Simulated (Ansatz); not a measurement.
## LiCl (rock salt): generalised stacking-fault energy along a line

LiCl (rock salt) is sheared across one {100} plane: the third cell vector gains the shift, so faults repeat every 7.7 Å. The cut lies between planes 2.58 Å apart; the cell height is held.

```
LiCl
1.0
    3.64188     0.00000     0.00000
    0.00000     3.64188     0.00000
    1.82094     1.82094     7.72559
Cl Li
3 3
Cartesian
  1.51745   1.51745   6.43799
  1.51745   1.51745   1.28760
  3.33839   3.33839   3.86279
  3.33839   3.33839   6.43799
  3.33839   3.33839   1.28760
  1.51745   1.51745   3.86279
```

In-plane vectors a = (3.642, 0.000) Å, b = (0.000, 3.642) Å, area 13.26 Å². The shift is s times the vector a (length 3.642 Å), so s = 1 restores the start. The shift is rigid: no atom relaxes. γ = [E(shift) − E(0)] / area.

These are PBE (plane waves to 420 eV, PAW, scalar-relativistic; Ansatz, an electronic-structure program) values and carry that method's errors. k mesh 8×8×8 (Γ-centred), Fermi-Dirac smearing 0.05 eV. Energies are extrapolated to zero smearing. Faults lie only 7.7 Å apart, and holding the cell height and the atoms raises γ above its relaxed value. LiCl was relaxed with its symmetry unable to fall. γ is measured from zero shift.

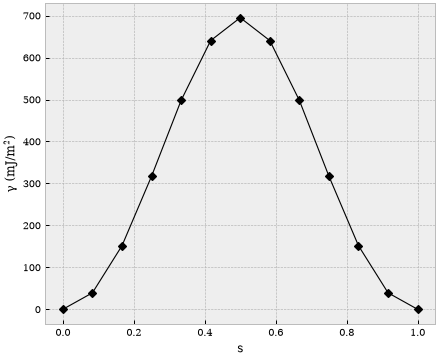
Fig. 1. γ (mJ/m²) against s; computed points joined by lines (the last repeats the first, one period on).

The steepest slope dγ/d(shift) before the first maximum (spline) comes out as 6.1 GPa. The highest computed γ on the line comes out as 695 mJ/m². Local minima between the ends: no computed point is one. Position of the highest point: s = 0.500.

A slope of 1 mJ/m² per Å is 0.01 GPa.

(The slope of γ gives the shear force per area between the displaced halves; near zero shift its curvature is an elastic stiffness.)
